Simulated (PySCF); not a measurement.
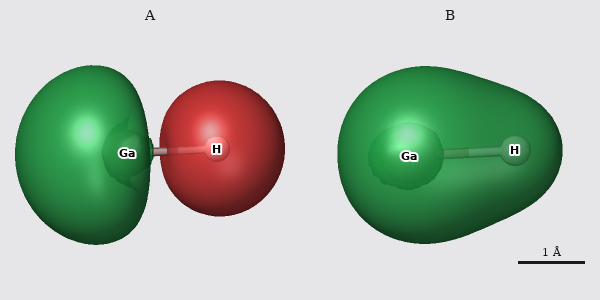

*GaH. Two frontier orbitals, each drawn at the value that holds 80 % of its norm (green and red are the two phases), in no order; of a degenerate pair one member is drawn.*

Computed with PBE0/x2c-SVPall, spin-free X2C-1e, Gaussian nucleus, at a bond length of 1.680 Å (PySCF 2.14.0).

Name the orbitals and rank them from lowest to highest energy.

Orbital B: σ, occupied, −10.99 eV; mainly on Ga (75 %).
Orbital A: σ, occupied, −5.93 eV; shared between the atoms (Ga 70 %, H 30 %).
